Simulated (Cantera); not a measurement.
Feed: 1 mol NaI, 0.46 mol N2, held at 13300 Pa.

Cantera equilibrium calculation (NASA polynomials, part measured and part estimated; ideal gas, pure solids and liquids). Candidate condensed phases: I2, Na, NaI; 7 gas species. Gases not in the tables: NaBr and NaI dimers. Rates play no part.

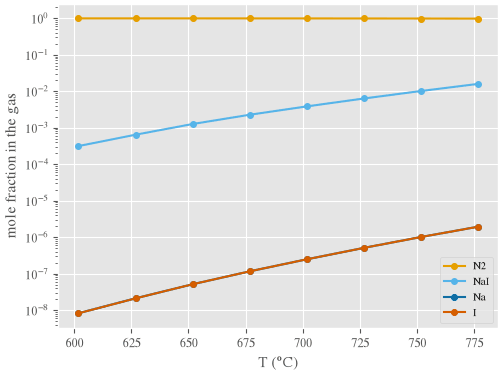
Figure. Equilibrium gas composition (values under 1e-9 drawn at 1e-9)

From 602 °C to 652 °C the condensed part is NaI(s). From 677 °C to 777 °C the condensed part is NaI(l).
